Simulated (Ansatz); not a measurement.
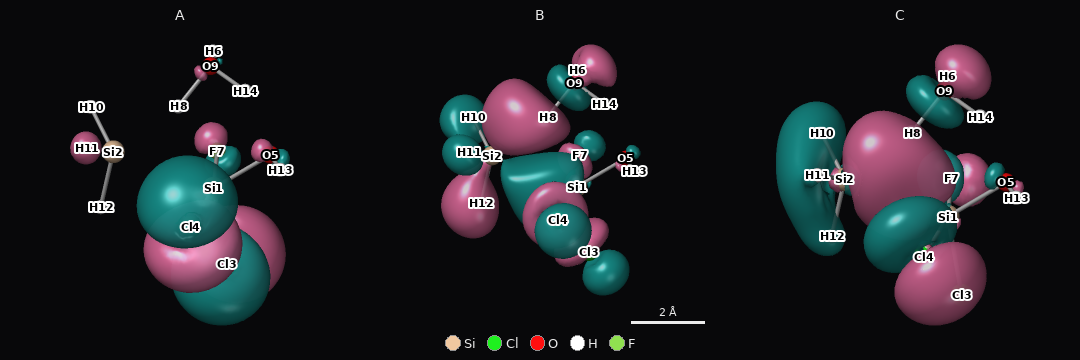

*Cl₂FHOSi···H₃Si···H₃O. Three frontier orbitals at ±0.08 Å⁻³ᐟ² (teal and pink are the two phases), in no order.*

A transition-state structure; geometry: PBE0-D4/def2-TZVP.

All numbers below come from RKS PBE0-D4/def2-TZVPP in Ansatz.

```tsv
atom	x (Å)	y (Å)	z (Å)
Si	-0.5013	-0.4334	-0.9176
Si	-0.3210	-0.7232	1.5888
Cl	-2.0127	-1.4091	-1.9144
Cl	0.8034	-2.1882	-0.8591
O	0.5896	0.4673	-1.8384
H	0.3826	2.3888	0.4377
F	-1.4205	0.8968	-0.5859
H	0.5008	0.6682	0.6215
O	1.0633	1.7101	0.3167
H	-0.8111	0.3188	2.5403
H	0.8413	-1.4413	2.1571
H	-1.4567	-1.6548	1.3455
H	1.2727	-0.0927	-2.2216
H	1.0697	1.4928	-0.6706
```

Question: Order the three orbitals by energy and name them.

Answer: A is the HOMO−1 (−8.23 eV). By Hirshfeld shares it lies mainly on Cl3 (about 45 %) and Cl4 (about 45 %); largely a combination of lone pairs on Cl3 and Cl4. C is the HOMO (−7.64 eV). It lies mainly on Cl4 (about 30 %), Si2 (about 25 %), Si1 (about 10 %), O9 (about 10 %), H8 (about 10 %) and F7 (about 5 %). B is the LUMO (−1.57 eV). It lies mainly on Si1 (about 25 %), Si2 (about 20 %), H8 (about 10 %), Cl4 (about 10 %), O9 (about 10 %) and Cl3 (about 5 %).

Question: What is the HOMO–LUMO gap?

Answer: 6.07 eV between the orbital energies.
